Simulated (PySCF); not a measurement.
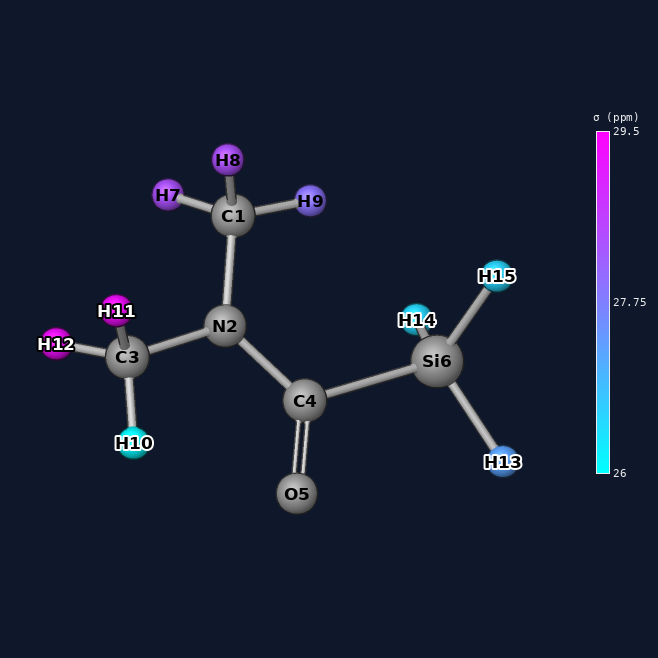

Atoms are coloured by their isotropic NMR shieldings (H only, the others grey). The geometry was computed by an optimisation with PBE0-D3(BJ)/def2-SVP. No frequency run is at hand to confirm it as a minimum. Method: GIAO KT2/pcSseg-2 NMR shielding, non-relativistic, gas phase (PySCF 2.14.0).

> Which H atom is the most shielded (lowest chemical shift)?

H11, H12 (29.31 to 29.32 ppm).

> Which H atom is the least shielded (highest chemical shift)?

H10 (26.09 ppm).

> How wide is the range of H shifts?

3.23 ppm.

List the isotropic NMR shieldings of the H atoms.

```csv
atom,σ (ppm)
H7,28.37
H8,28.38
H9,27.91
H10,26.09
H11,29.31
H12,29.32
H13,27.26
H14,26.52
H15,26.57
```
